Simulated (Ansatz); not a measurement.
**GeBH₃Cl₂ (charge +1): geometry relaxation**

- system: GeBH₃Cl₂, charge +1, multiplicity 2
- method: HF/3-21G, UHF (Ansatz 0.2.0)

The starting geometry was optimised with HF/3-21G. Figures and captions count atoms from 1; the log counts them from 0 in places.

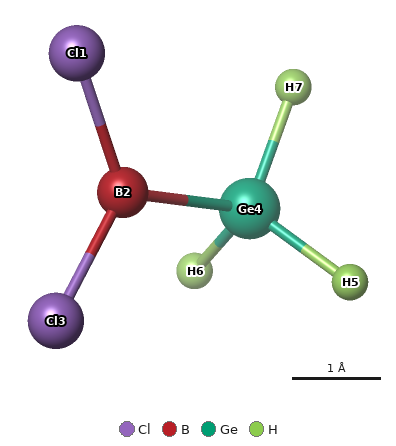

Figure 1. The structure as given in the input (ball-and-stick view, seen at a tilt; atoms are numbered from 1 in the order of the input). Sticks mark near contacts. Bond lengths as drawn: B–Cl 1.79 to 1.80 Å, B–Ge 2.08 Å and Ge–H 1.53 to 1.54 Å.

**Summary**

- outcome: converged
- total energy: −3005.932154 hartree
- basis functions: 64
- largest force: 0.010 eV/Å
- ⟨S²⟩: 0.755
- SCF solution under orbital rotations: stable
- hardware: 1 thread of Arm Neoverse V2, 112 GiB of memory available, shared host
- wall time: 13 s
- peak memory: 0.17 GiB

**The input**
```yaml
crystal:
  periodic: [false, false, false]
  atoms:
    - {symbol: Cl, position_ang: [1.790828, -1.422293, 1.223761]}
    - {symbol: B, position_ang: [0.205425, -1.004226, 0.503108]}
    - {symbol: Cl, position_ang: [-1.117427, -2.214611, 0.599209]}
    - {symbol: Ge, position_ang: [-0.135938, 0.823493, -0.427519]}
    - {symbol: H, position_ang: [-0.556853, 0.548877, -1.879598]}
    - {symbol: H, position_ang: [-1.271693, 1.535945, 0.323388]}
    - {symbol: H, position_ang: [1.147058, 1.664814, -0.387948]}
basis:
  gaussian: {orbitals: 3-21G.json}
relax: {}
total_charge: 1
hamiltonian: {xc: hf}
magnetization: {spin_polarized: true, initial_magnetization: 1}
```

Command:
```bash
ansatz run molecule.yaml --threads 1 --pin off --max-ram 3480MiB --events-out events.jsonl --progress --plain --runs-dir runs
```

**What the program printed**
```
The last accepted step is kept in runs//last_step.txt (removed where the run ends without a failure and the disk answers)
Functional definition: HF
  name "HF"
  exchange = exact_x
  correlation = 0
725 factors; integrals over basis functions are off by at most 2.4e-4 eV
mean field evaluation 1: about -81792.1999 eV, gradient 1.7e1 eV
mean field evaluation 2: about -81792.2069 eV, gradient 1.7e1 eV
mean field evaluation 4: about -81794.4334 eV, gradient 1.6e0 eV
mean field evaluation 8: about -81794.4730 eV, gradient 8.0e-3 eV
mean field evaluation 16: about -81794.3301 eV, gradient 6.1e-1 eV
mean field evaluation 32: about -81794.0491 eV, gradient 3.6e0 eV
mean field -81794.47298367 eV, -3005.8914398649 hartree, gradient 3.4e-5 eV, S^2 0.763162; 0 other end points of the search recorded, 0 dependent functions left out
the calculation of the forces begins
reference -81794.47298367 eV, -3005.8914398649 hartree; 37, 36 occupied and 27, 28 virtual orbitals, 725 factors
relax step   1: F+E_penalty+E_count = -81794.47298367 eV  Δ(F+E_penalty+E_count) = +0.000e0 eV  max|allowed force component| = 4.628e0 eV/Å  Δτ_max = 0.0000 Å  (100 SCF iters, accepted)
these checks for a lower state are left out or cut short: starts, cluster_reference, orbital_swaps, neighbouring_geometries, increment
725 factors; integrals over basis functions are off by at most 2.5e-4 eV
mean field evaluation 64: about -81794.6088 eV, gradient 1.3e1 eV
mean field -81795.31281325 eV, -3005.9223030328 hartree, gradient 6.3e-5 eV, S^2 0.757417; 0 other end points of the search recorded, 0 dependent functions left out
the calculation of the forces begins
reference -81795.31281325 eV, -3005.9223030328 hartree; 37, 36 occupied and 27, 28 virtual orbitals, 725 factors
relax step   2: F+E_penalty+E_count = -81795.31281325 eV  Δ(F+E_penalty+E_count) = -8.398e-1 eV  max|allowed force component| = 2.201e0 eV/Å  Δτ_max = 0.1961 Å  (45 SCF iters, accepted)
these checks for a lower state are left out or cut short: starts, cluster_reference, orbital_swaps, neighbouring_geometries, increment
725 factors; integrals over basis functions are off by at most 2.5e-4 eV
mean field -81795.54936159 eV, -3005.9309960238 hartree, gradient 2.0e-5 eV, S^2 0.755323; 0 other end points of the search recorded, 0 dependent functions left out
the calculation of the forces begins
reference -81795.54936159 eV, -3005.9309960238 hartree; 37, 36 occupied and 27, 28 virtual orbitals, 725 factors
relax step   3: F+E_penalty+E_count = -81795.54936159 eV  Δ(F+E_penalty+E_count) = -2.365e-1 eV  max|allowed force component| = 6.419e-1 eV/Å  Δτ_max = 0.1431 Å  (41 SCF iters, accepted)
these checks for a lower state are left out or cut short: starts, cluster_reference, orbital_swaps, neighbouring_geometries, increment
725 factors; integrals over basis functions are off by at most 2.4e-4 eV
mean field -81795.56902240 eV, -3005.9317185452 hartree, gradient 7.2e-5 eV, S^2 0.755027; 0 other end points of the search recorded, 0 dependent functions left out
the calculation of the forces begins
reference -81795.56902240 eV, -3005.9317185452 hartree; 37, 36 occupied and 27, 28 virtual orbitals, 725 factors
relax step   4: F+E_penalty+E_count = -81795.56902240 eV  Δ(F+E_penalty+E_count) = -1.966e-2 eV  max|allowed force component| = 2.532e-1 eV/Å  Δτ_max = 0.0699 Å  (38 SCF iters, accepted)
these checks for a lower state are left out or cut short: starts, cluster_reference, orbital_swaps, neighbouring_geometries, increment
725 factors; integrals over basis functions are off by at most 2.5e-4 eV
mean field -81795.58076397 eV, -3005.9321500398 hartree, gradient 7.3e-5 eV, S^2 0.754995; 0 other end points of the search recorded, 0 dependent functions left out
the calculation of the forces begins
reference -81795.58076397 eV, -3005.9321500398 hartree; 37, 36 occupied and 27, 28 virtual orbitals, 725 factors
relax step   5: F+E_penalty+E_count = -81795.58076397 eV  Δ(F+E_penalty+E_count) = -1.174e-2 eV  max|allowed force component| = 1.775e-2 eV/Å  Δτ_max = 0.0507 Å  (38 SCF iters, accepted)
these checks for a lower state are left out or cut short: starts, cluster_reference, orbital_swaps, neighbouring_geometries, increment
725 factors; integrals over basis functions are off by at most 2.5e-4 eV
mean field evaluation 96: about -81795.4301 eV, gradient 2.1e-3 eV
mean field -81795.58086442 eV, -3005.9321537314 hartree, gradient 7.3e-5 eV, S^2 0.754980; 0 other end points of the search recorded, 0 dependent functions left out
the calculation of the forces begins
reference -81795.58086442 eV, -3005.9321537314 hartree; 37, 36 occupied and 27, 28 virtual orbitals, 725 factors
relax step   6: F+E_penalty+E_count = -81795.58086442 eV  Δ(F+E_penalty+E_count) = -1.005e-4 eV  max|allowed force component| = 8.379e-3 eV/Å  Δτ_max = 0.0064 Å  (39 SCF iters, accepted)
```

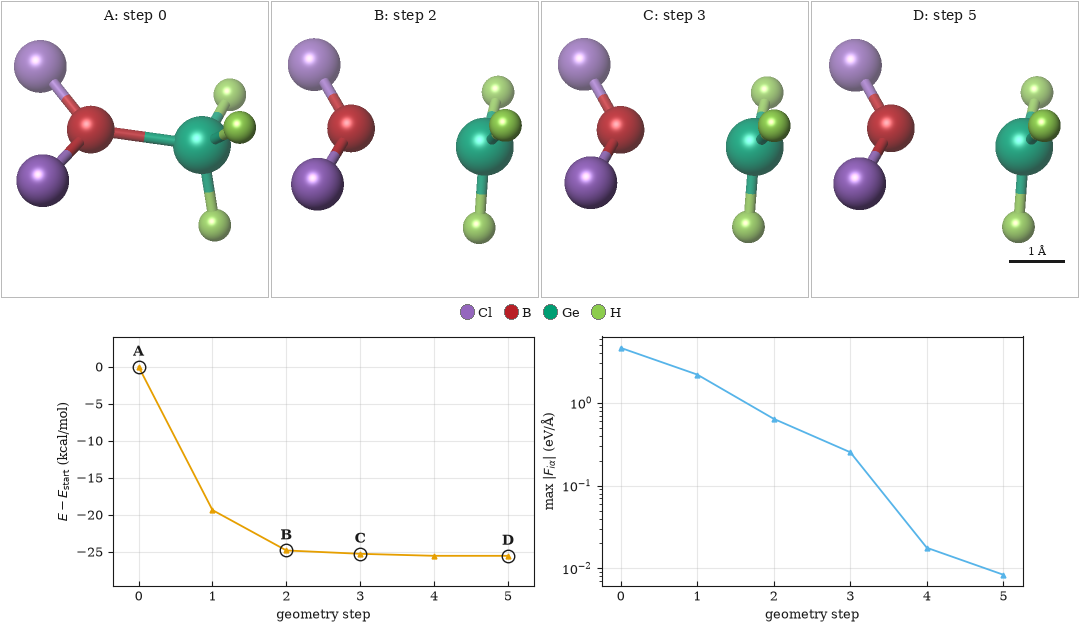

Figure 2. Frames of the relaxation (ball-and-stick view, seen at a tilt) above the curves, on which the letters mark them (the first geometry is step 0 here and step 1 in the log).

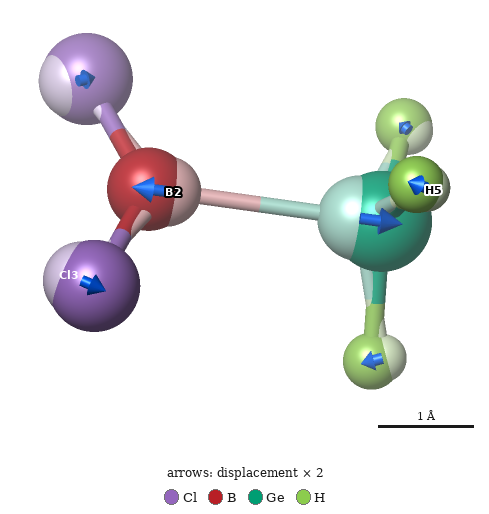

Figure 3. Start (faint) and end (solid) with the displacements as blue arrows, magnified 2 times (ball-and-stick view, seen at a tilt). The two geometries are laid on each other by the best rigid fit. Ge4 moves most after the best rigid fit: 0.23 Å. Largest moves by element: Ge 0.23 Å, B 0.18 Å, Cl 0.14 Å, H 0.12 Å. Distances before and after: B2–Ge4 2.079 → 2.493 Å, B2–Cl3 1.796 → 1.711 Å, Cl1–B2 1.791 → 1.708 Å, Ge4–H7 1.535 → 1.514 Å. Among the angles that change: Cl1–B2–Cl3 118.2° → 137.2°, H5–Ge4–H6 110.0° → 118.6°, H5–Ge4–H7 110.6° → 118.9°. The energy falls by 25.5 kcal/mol in 5 geometry steps. The largest force component goes from 4.6 to 0.0084 eV/Å. (Atoms are counted from 1 in the order of the input.)

```
725 factors; integrals over basis functions are off by at most 2.5e-4 eV
mean field -81795.58086442 eV, -3005.9321537314 hartree, gradient 7.3e-5 eV, S^2 0.754980; 1 other end points of the search recorded, 0 dependent functions left out
the calculation of the forces begins
reference -81795.58086442 eV, -3005.9321537314 hartree; 37, 36 occupied and 27, 28 virtual orbitals, 725 factors
Total energy: -81795.58086442 eV, -3005.9321537314 hartree
Atom 0 at     1.821587    -1.325086     1.191706 Å, force    -0.005136    -0.000751    -0.001389 eV/Å
Atom 1 at     0.232157    -1.167088     0.585700 Å, force     0.005157     0.008379    -0.001860 eV/Å
Atom 2 at    -1.191851    -2.114814     0.531520 Å, force    -0.000088    -0.002820     0.001327 eV/Å
Atom 3 at    -0.172830     1.024679    -0.530521 Å, force    -0.001882    -0.006750     0.002109 eV/Å
Atom 4 at    -0.545051     0.430989    -1.874356 Å, force     0.001148     0.002107     0.000000 eV/Å
Atom 5 at    -1.285338     1.452082     0.405854 Å, force     0.001469     0.001274    -0.000668 eV/Å
Atom 6 at     1.202726     1.631237    -0.355502 Å, force    -0.000668    -0.001439     0.000480 eV/Å
Dipole moment:    -0.092172     0.563580    -0.283298 e Å
```

**Trajectory as extended XYZ (Å, eV, eV/Å), 6 frames, from step=1 to step=6**
```
7
Properties=species:S:1:pos:R:3:forces:R:3 step=1 energy=-81794.47298
Cl    1.7908   -1.4223    1.2238   -0.8915   1.1863  -0.8305
B     0.2054   -1.0042    0.5031    0.8049  -4.6284   2.3404
Cl   -1.1174   -2.2146    0.5992    0.4187   1.5259  -0.5414
Ge   -0.1359    0.8235   -0.4275   -0.7050   3.8096  -1.9381
H    -0.5569    0.5489   -1.8796    0.1314  -0.6636   0.2767
H    -1.2717    1.5359    0.3234    0.0991  -0.6217   0.3748
H     1.1471    1.6648   -0.3879    0.1424  -0.6081   0.3182
7
Properties=species:S:1:pos:R:3:forces:R:3 step=2 energy=-81795.31281
Cl    1.8464   -1.2470    1.1641   -1.3692   0.2316  -0.5625
B     0.2063   -1.0394    0.5197    0.3574  -2.2010   1.1013
Cl   -1.2313   -2.0866    0.5037    1.1688   0.9425  -0.0260
Ge   -0.1595    0.9415   -0.4881   -0.2171   1.2253  -0.6200
H    -0.5445    0.3758   -1.8838    0.1550   0.2078   0.5642
H    -1.3021    1.4211    0.4508    0.4579  -0.2108  -0.3652
H     1.2461    1.5667   -0.3121   -0.5528  -0.1954  -0.0917
7
Properties=species:S:1:pos:R:3:forces:R:3 step=3 energy=-81795.54936
Cl    1.8385   -1.3422    1.2060   -0.6419   0.1219  -0.2798
B     0.2279   -1.1673    0.5803    0.0706  -0.5385   0.2886
Cl   -1.2041   -2.1559    0.5461    0.5780   0.4750  -0.0275
Ge   -0.1713    1.0352   -0.5343   -0.0969   0.0790  -0.0678
H    -0.5482    0.4393   -1.8959    0.0786   0.1052   0.2896
H    -1.2965    1.4705    0.4125    0.2366  -0.1114  -0.1884
H     1.2151    1.6524   -0.3604   -0.2249  -0.1312  -0.0146
7
Properties=species:S:1:pos:R:3:forces:R:3 step=4 energy=-81795.56902
Cl    1.8315   -1.3577    1.1856   -0.0361   0.0942   0.0763
B     0.2303   -1.1415    0.6306    0.1282  -0.1333  -0.2532
Cl   -1.1792   -2.1041    0.5062   -0.1020   0.0040   0.0935
Ge   -0.1791    1.0297   -0.5366    0.0067  -0.0254   0.1002
H    -0.5495    0.4274   -1.8754    0.0012  -0.0148  -0.0098
H    -1.2892    1.4480    0.4039   -0.0293   0.0428  -0.0029
H     1.1966    1.6302   -0.3599    0.0313   0.0325  -0.0041
7
Properties=species:S:1:pos:R:3:forces:R:3 step=5 energy=-81795.58076
Cl    1.8212   -1.3310    1.1939   -0.0101   0.0169  -0.0093
B     0.2330   -1.1652    0.5858    0.0125  -0.0177   0.0078
Cl   -1.1910   -2.1138    0.5306   -0.0043   0.0075  -0.0029
Ge   -0.1734    1.0264   -0.5313    0.0138  -0.0115   0.0083
H    -0.5448    0.4293   -1.8732   -0.0025   0.0014  -0.0083
H    -1.2851    1.4510    0.4065   -0.0063   0.0064   0.0032
H     1.2015    1.6353   -0.3580   -0.0029  -0.0029   0.0012
7
Properties=species:S:1:pos:R:3:forces:R:3 step=6 energy=-81795.58086
Cl    1.8216   -1.3251    1.1917   -0.0051  -0.0008  -0.0014
B     0.2322   -1.1671    0.5857    0.0052   0.0084  -0.0019
Cl   -1.1919   -2.1148    0.5315   -0.0001  -0.0028   0.0013
Ge   -0.1728    1.0247   -0.5305   -0.0019  -0.0067   0.0021
H    -0.5451    0.4310   -1.8744    0.0011   0.0021   0.0000
H    -1.2853    1.4521    0.4059    0.0015   0.0013  -0.0007
H     1.2027    1.6312   -0.3555   -0.0007  -0.0014   0.0005
```
